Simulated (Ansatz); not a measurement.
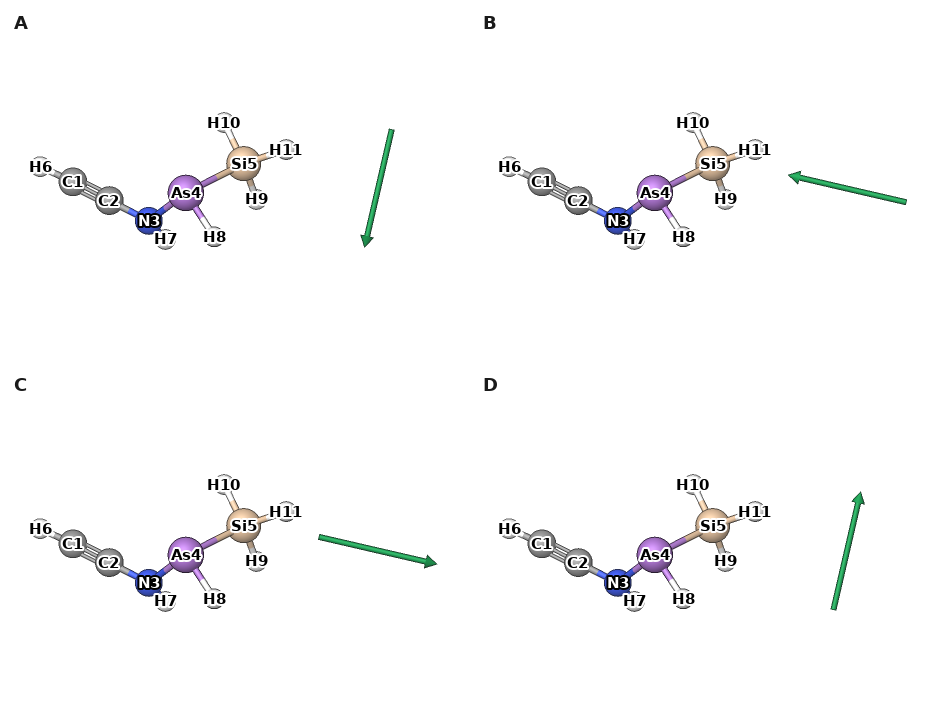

The same molecule four times, each with an arrow. The computed structure is the end point of a PBE-D4/def2-SVP optimisation. No frequency run is at hand to confirm it as a minimum. Level of theory: RKS PBE-D4/def2-SVP (Ansatz 0.2.0).

**Which arrow points along the dipole moment, from the negative to the positive end?**

C. The dipole moment is 1.88 D; it points from the side of H6 to the side of H11 (the outermost atoms at the two ends).
